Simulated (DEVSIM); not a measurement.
Structure: Cr/Si3N4/p-Si capacitor, at 250 K.

```csv
layer (left to right),material,thickness (nm),Na (cm⁻³)
1,Si3N4,11.0,-
2,Si,3300,3.1e16
```

Metal gate on the left, work function 4.5 eV. Fixed charge at the semiconductor interface -9.7e11 cm⁻² (in units of +e); interface traps 4.6e12 cm⁻² eV⁻¹, uniform in energy, neutral level at 0.5 of the gap above the valence band.

The device is made up for the run: typed textbook-type constants, with dimensions and the other settings drawn at random. Values at 300 K; Nc and Nv go as T^1.5, mobilities as T to minus their exponent, the gap by Varshni's rule with the affinity fixed.

```csv
parameter,Si3N4,Si
gap (eV),5.1,1.124
affinity (eV),2.1,4.05
permittivity,7.5,11.7
Nc (cm⁻³),-,2.86e19
Nv (cm⁻³),-,3.1e19
Varshni α (eV/K),-,0.000473
Varshni β (K),-,636
```

Model (solved in DEVSIM): 1D Poisson equation in equilibrium, Boltzmann statistics, complete ionisation; no quantum confinement or tunnelling. Metal contacts follow the ideal Schottky-Mott rule: no Fermi-level pinning, no interface dipoles.

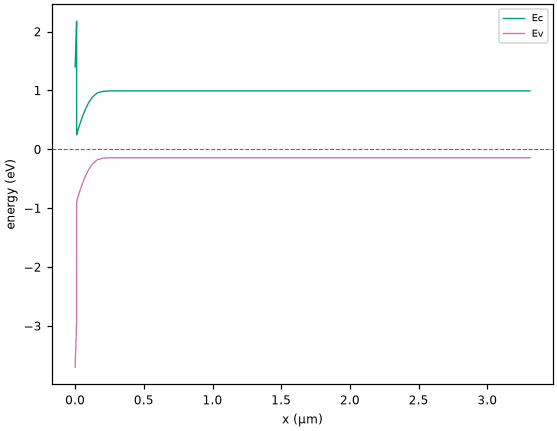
Band edges at 1.0 V on the gate

Energies count from the Fermi level of the right contact; mesh points crowd at the junctions.

| x (μm) | Ec (eV) | Ev (eV) | n (cm⁻³) | p (cm⁻³) | field (V/cm) |
|---|---|---|---|---|---|
| 0.000 | 1.400 | -3.700 | < 1e2 | < 1e2 | 720000 |
| 0.001326 | 1.496 | -3.604 | < 1e2 | < 1e2 | 720000 |
| 0.003836 | 1.677 | -3.423 | < 1e2 | < 1e2 | 720000 |
| 0.007409 | 1.935 | -3.164 | < 1e2 | < 1e2 | 720000 |
| 0.01032 | 2.146 | -2.954 | < 1e2 | < 1e2 | 720000 |
| 0.01141 | 0.248 | -0.888 | 2.1e14 | < 1e2 | 83000 |
| 0.01339 | 0.265 | -0.871 | 1.0e14 | < 1e2 | 82000 |
| 0.02034 | 0.321 | -0.815 | 7.4e12 | 870 | 79000 |
| 0.03272 | 0.415 | -0.721 | 9.4e10 | 69000 | 73000 |
| 0.06143 | 0.605 | -0.531 | 1.4e7 | 4.6e8 | 59000 |
| 0.1262 | 0.888 | -0.248 | < 1e2 | 2.4e14 | 28000 |
| 0.3538 | 0.993 | -0.143 | < 1e2 | 3.1e16 | ≈ 0 |
| 0.7854 | 0.993 | -0.143 | < 1e2 | 3.1e16 | ≈ 0 |
| 1.716 | 0.993 | -0.143 | < 1e2 | 3.1e16 | ≈ 0 |
| 2.754 | 0.993 | -0.143 | < 1e2 | 3.1e16 | ≈ 0 |
| 3.064 | 0.993 | -0.143 | < 1e2 | 3.1e16 | ≈ 0 |
| 3.202 | 0.993 | -0.143 | < 1e2 | 3.1e16 | ≈ 0 |
| 3.263 | 0.993 | -0.143 | < 1e2 | 3.1e16 | ≈ 0 |
| 3.296 | 0.993 | -0.143 | < 1e2 | 3.1e16 | ≈ 0 |
| 3.305 | 0.993 | -0.143 | < 1e2 | 3.1e16 | ≈ 0 |
| 3.309 | 0.993 | -0.143 | < 1e2 | 3.1e16 | ≈ 0 |
| 3.311 | 0.993 | -0.143 | < 1e2 | 3.1e16 | ≈ 0 |
